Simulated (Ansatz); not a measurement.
**BSiH4 (SMILES [BH][SiH3]) at FCI/STO-3G**

What is the vertical ionisation energy of BSiH4 at FCI/STO-3G? 

The calculation is run with Ansatz 0.2.0.

54 further runs of the same task are left out: 1 that didn't finish, 53 set aside as unsound or not needed.

### 1 The structure to begin with

BSiH4 has 6 atoms, charge 0, and is taken as a doublet. SMILES: `[BH][SiH3]`. The shape is that of a GFN2-xTB optimisation.

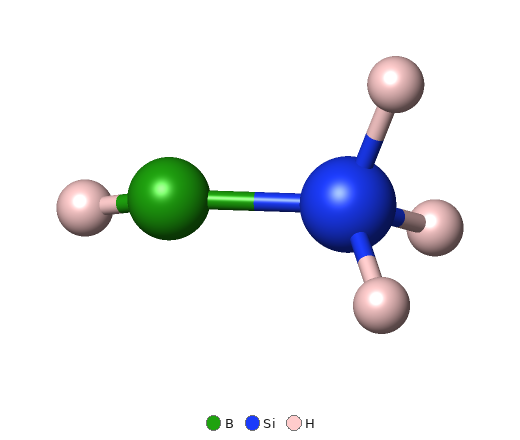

Viewed from a chosen angle; boron green, silicon blue, hydrogen pink.

### 2 The energy at FCI/STO-3G

Input file job.yaml:

```yaml
crystal:
  periodic: [false, false, false]
  atoms:
    - symbol: B
      position_ang: [0.938510, -0.830080, 0.651420]
    - symbol: Si
      position_ang: [-0.268720, 0.378400, -0.198310]
    - symbol: H
      position_ang: [1.206890, -1.921260, 0.929580]
    - symbol: H
      position_ang: [-1.511470, -0.138420, -0.820190]
    - symbol: H
      position_ang: [0.392690, 1.102720, -1.300860]
    - symbol: H
      position_ang: [-0.757900, 1.408630, 0.738360]
basis:
  gaussian: {orbitals: STO-3G}
magnetization: {spin_polarized: true, initial_magnetization: 1}
correlation: {method: fci, frozen_orbitals: {B: 1, H: 0, Si: 5}}
accuracy: high
```

Started as:

```
$ ansatz run job.yaml --threads 1 --pin off --max-ram 2610MiB --events-out events.jsonl --progress --plain --runs-dir runs
```

The log of the run:

```text
Warning: RAYON_NUM_THREADS=1 ignored (pool sized by the plan → 1); use --threads N
Functional definition: HF
  name "HF"
  exchange = exact_x
  correlation = 0
311 factors; integrals over basis functions are off by at most 2.2e-8 eV
mean field evaluation 1: about -8493.8439 eV, gradient 9.0e0 eV
mean field evaluation 2: about -8493.8483 eV, gradient 8.9e0 eV
mean field evaluation 4: about -8494.9430 eV, gradient 8.6e-1 eV
mean field evaluation 8: about -8494.9582 eV, gradient 9.4e-3 eV
mean field evaluation 16: about -8494.5798 eV, gradient 1.5e0 eV
mean field -8494.95822456 eV, -312.1839566632 hartree, gradient 9.6e-8 eV, S^2 0.756407; 4 other end points of the search recorded, 0 dependent functions left out
mean field evaluation 32: about -8494.9164 eV, gradient 2.6e-1 eV
6 core orbitals not correlated: weight in the atoms' cores, before any rotation towards them, 1.000 or more for the frozen orbitals, at most 0.000 for the correlated occupied ones
reference -8494.91637556 eV, -312.1824187406 hartree; 6, 5 occupied and 6, 7 virtual orbitals, 311 factors
state -8497.47494043 eV, -312.2764442654 hartree
Total energy: -8497.47494043 eV, -312.2764442654 hartree
```

Wall time 7.8 s (1 thread of Intel Xeon Platinum 8259CL at 2.50GHz (Skylake/Cascade Lake), shared host); peak memory 0.16 GiB.

### 3 The singlet cation, same level

Input file job.yaml:

```yaml
crystal:
  periodic: [false, false, false]
  atoms:
    - {symbol: B, position_ang: [0.938510, -0.830080, 0.651420]}
    - {symbol: Si, position_ang: [-0.268720, 0.378400, -0.198310]}
    - {symbol: H, position_ang: [1.206890, -1.921260, 0.929580]}
    - {symbol: H, position_ang: [-1.511470, -0.138420, -0.820190]}
    - {symbol: H, position_ang: [0.392690, 1.102720, -1.300860]}
    - {symbol: H, position_ang: [-0.757900, 1.408630, 0.738360]}
basis:
  gaussian:
    orbitals: STO-3G
total_charge: 1
correlation:
  method: fci
  frozen_orbitals: {B: 1, H: 0, Si: 5}
accuracy: high
```

Started as:

```
$ ansatz run job.yaml --threads 1 --pin off --max-ram 2610MiB --events-out events.jsonl --progress --plain --runs-dir runs
```

The log of the run:

```text
Warning: RAYON_NUM_THREADS=1 ignored (pool sized by the plan → 1); use --threads N
[... 4 set-up lines as earlier in the session ...]
311 factors; integrals over basis functions are off by at most 2.2e-8 eV
mean field evaluation 1: about -8487.9736 eV, gradient 1.6e1 eV
mean field evaluation 2: about -8487.9627 eV, gradient 1.6e1 eV
mean field evaluation 4: about -8489.1320 eV, gradient 7.7e-1 eV
mean field evaluation 8: about -8489.1352 eV, gradient 8.7e-7 eV
mean field -8489.13521309 eV, -311.9699649385 hartree, gradient 1.8e-8 eV, S^2 0.000000; 0 other end points of the search recorded, 0 dependent functions left out
6 core orbitals not correlated: weight in the atoms' cores, before any rotation towards them, 1.000 or more for the frozen orbitals, at most 0.000 for the correlated occupied ones
reference -8489.13521309 eV, -311.9699649385 hartree; 5, 5 occupied and 7, 7 virtual orbitals, 311 factors
state -8492.03333801 eV, -312.0764690649 hartree
Total energy: -8492.03333801 eV, -312.0764690649 hartree
```

It took 4.8 s on 1 thread of Intel Xeon Platinum 8259CL at 2.50GHz (Skylake/Cascade Lake), shared host; peak memory 0.13 GiB.

### 4 Results

At FCI/STO-3G, 6 core orbitals frozen:

```
                                                   quantity          value
                                doublet BSiH4: total energy  -312.27644 Eh
 doublet BSiH4: correlation energy (6 core orbitals frozen)      -94.0 mEh
                               singlet cation: total energy  -312.07647 Eh
singlet cation: correlation energy (6 core orbitals frozen)     -106.5 mEh
         vertical ionisation energy (to the singlet cation)       5.442 eV
```

**Reading.** The vertical ionisation energy comes to 5.44 eV (525 kJ/mol). Only the singlet of the ionised species was computed; a triplet could lie lower. In a minimal basis such a difference can be off by several eV, whatever the method.
